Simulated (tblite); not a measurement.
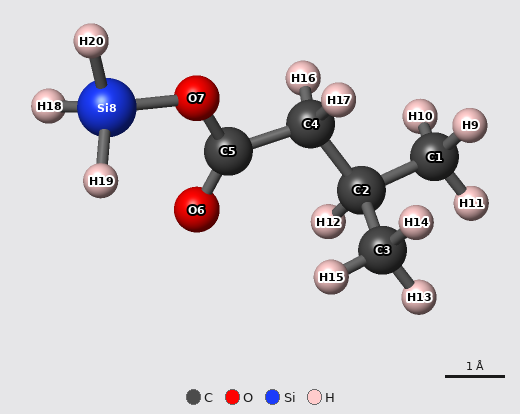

C$_{5}$H$_{12}$O$_{2}$Si, before the relaxation. A ball-and-stick model, seen at a tilt.

Theory: GFN2-xTB geometry optimisation, gas phase (tblite 0.8.0).

```xyz
20

C    -2.5267    0.8898   -0.5933
C    -1.4473    0.1012    0.1136
C    -1.5379   -1.3864   -0.2521
C    -0.0608    0.6768   -0.2344
C     1.0448    0.1362    0.6709
O     0.8700   -0.3640    1.7632
O     2.2446    0.3433    0.0556
Si    3.6886   -0.0974    0.7519
H    -2.4132    0.8370   -1.6791
H    -2.5085    1.9460   -0.2940
H    -3.5310    0.5038   -0.3408
H    -1.6167    0.1834    1.2052
H    -2.5420   -1.7762    0.0082
H    -1.3870   -1.5307   -1.3323
H    -0.8088   -1.9760    0.2810
H    -0.0654    1.7606   -0.0966
H     0.1820    0.4402   -1.2670
H     3.8983    0.6310    2.0159
H     3.7256   -1.5669    0.9643
H     4.7862    0.2592   -0.1772
```

> What does the optimiser find from here?

After 53 geometry steps the energy has fallen by 18.0 kJ/mol. H20 moves most after the best rigid fit: 0.21 Å. Largest moves by element: H 0.21 Å, O 0.11 Å, Si 0.07 Å, C 0.07 Å. Among the contacts that change: C5–O7 1.364 → 1.329 Å, Si8–H19 1.485 → 1.458 Å, Si8–H20 1.482 → 1.456 Å, C4–C5 1.528 → 1.507 Å. Bond angles that change, for instance: O7–Si8–H20 108.5° → 97.6°, H18–Si8–H20 108.3° → 113.9°, O6–C5–O7 126.5° → 121.9°. Cost: 1.2 s on 1 thread of Intel(R) Xeon(R) Processor @ 2.50GHz (shared host).

The structure at the end:

```xyz
20

C    -2.5325    0.8928   -0.5799
C    -1.4272    0.1070    0.1204
C    -1.5074   -1.3732   -0.2439
C    -0.0551    0.6742   -0.2540
C     1.0599    0.1343    0.6046
O     0.9275   -0.3901    1.6780
O     2.2560    0.3204    0.0561
Si    3.6652   -0.1381    0.8099
H    -2.4181    0.8279   -1.6603
H    -2.5066    1.9417   -0.2928
H    -3.5071    0.4903   -0.3148
H    -1.5465    0.2047    1.2041
H    -2.4757   -1.7801    0.0372
H    -1.3745   -1.5113   -1.3156
H    -0.7370   -1.9329    0.2798
H    -0.0486    1.7609   -0.1237
H     0.1840    0.4713   -1.3001
H     3.7977    0.5961    2.0624
H     3.6509   -1.5801    1.0237
H     4.5899    0.2952   -0.2282
```

The end point in the same view:

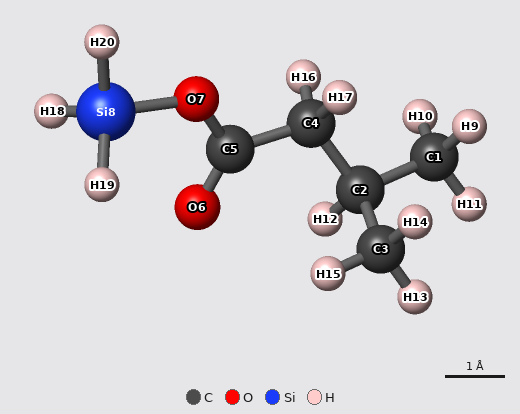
